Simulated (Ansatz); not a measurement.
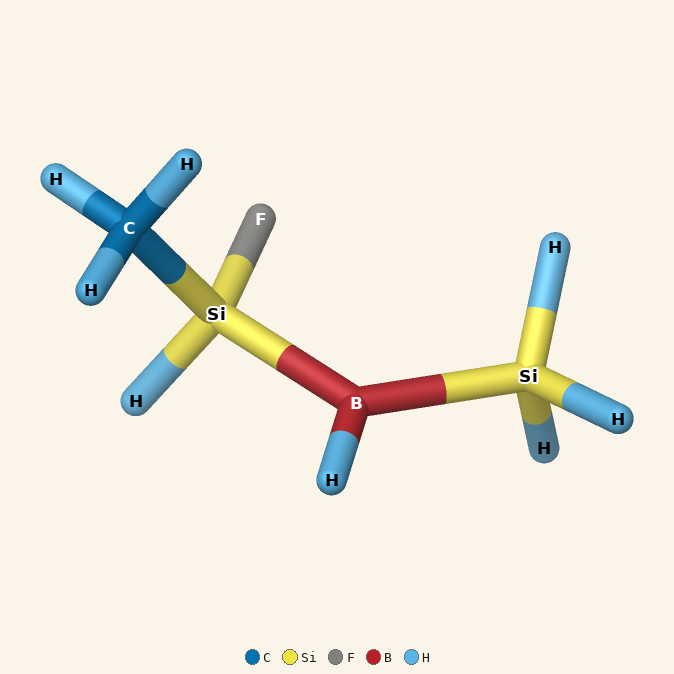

Rendered structure (stick style).

> Which formula does it have?

CH8BFSi2, 13 atoms: 1 carbon, 8 hydrogen, 1 boron, 1 fluorine and 2 silicon.

> Write the SMILES.

C[Si@@H](F)B[SiH3]

> Name some functional groups or characteristic bonds that it holds.

Among them: Si–H bond, B–H bond.

More results for the same structure follow; atom numbers are the same in all pictures, views and colours differ. The computed structure is the end point of a PBE0-D4/def2-TZVP optimisation.

Shape

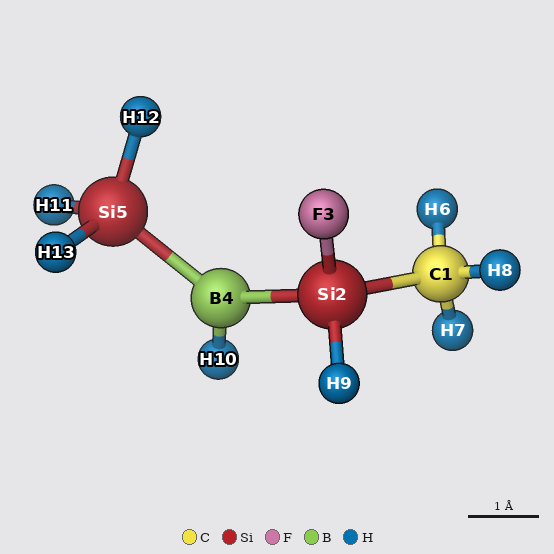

Give the bond lengths.

```
   bond  length (Å)   order
 C1–Si2       1.866  single
  C1–H6       1.092  single
  C1–H7       1.093  single
  C1–H8       1.093  single
 Si2–F3       1.612  single
 Si2–B4       2.001  single
 Si2–H9       1.493  single
 B4–Si5       2.004  single
 B4–H10       1.199  single
Si5–H11       1.488  single
Si5–H12       1.488  single
Si5–H13       1.496  single
```

Levels of theory compared

Program: Ansatz 0.2.0.

Tabulate dipole (D), HOMO–LUMO gap (eV), HOMO energy (eV) at these levels: B3LYP-D4/def2-TZVPP; PBE-D4/def2-TZVPP; r2SCAN-D4/def2-TZVPP; ωB97M-V/def2-TZVPP.

```csv
level,dipole (D),HOMO–LUMO gap (eV),HOMO energy (eV)
B3LYP-D4/def2-TZVPP,1.91,4.56,−7.63
PBE-D4/def2-TZVPP,1.81,2.77,−6.61
r2SCAN-D4/def2-TZVPP,1.87,3.28,−6.87
ωB97M-V/def2-TZVPP,1.90,8.98,−9.93
```

Vibrations

Harmonic vibrations computed with RKS PBE0-D4/def2-TZVP (Ansatz 0.2.0) at a stationary point of the same level.

> List the wavenumbers.

33 modes: 36, 48, 90, 151, 182, 249, 294, 358, 468, 595, 608, 678, 713, 752, 767, 824, 856, 888, 907, 915, 947, 954, 1271, 1443, 1450, 2180, 2187, 2216, 2223, 2607, 3052, 3139, 3141 cm⁻¹.

Charges

The questions are on Mulliken charges. Properties computed with RKS PBE0-D4/def2-TZVP (Ansatz 0.2.0).

> Which atom carries the highest charge (most positive or least negative)?

Si2 (0.48 e).

> And the lowest?

C1 (−0.51 e).

List the Mulliken charges.

```json
{"atom": "C1", "value (e)": "−0.51"}
{"atom": "Si2", "value (e)": "0.48"}
{"atom": "F3", "value (e)": "−0.33"}
{"atom": "B4", "value (e)": "−0.05"}
{"atom": "Si5", "value (e)": "0.01"}
{"atom": "H6", "value (e)": "0.15"}
{"atom": "H7", "value (e)": "0.14"}
{"atom": "H8", "value (e)": "0.15"}
{"atom": "H9", "value (e)": "−0.05"}
{"atom": "H10", "value (e)": "0.06"}
{"atom": "H11", "value (e)": "−0.02"}
{"atom": "H12", "value (e)": "−0.01"}
{"atom": "H13", "value (e)": "−0.01"}
```

Mulliken values depend strongly on the basis set and can even reverse the polarity of a bond.
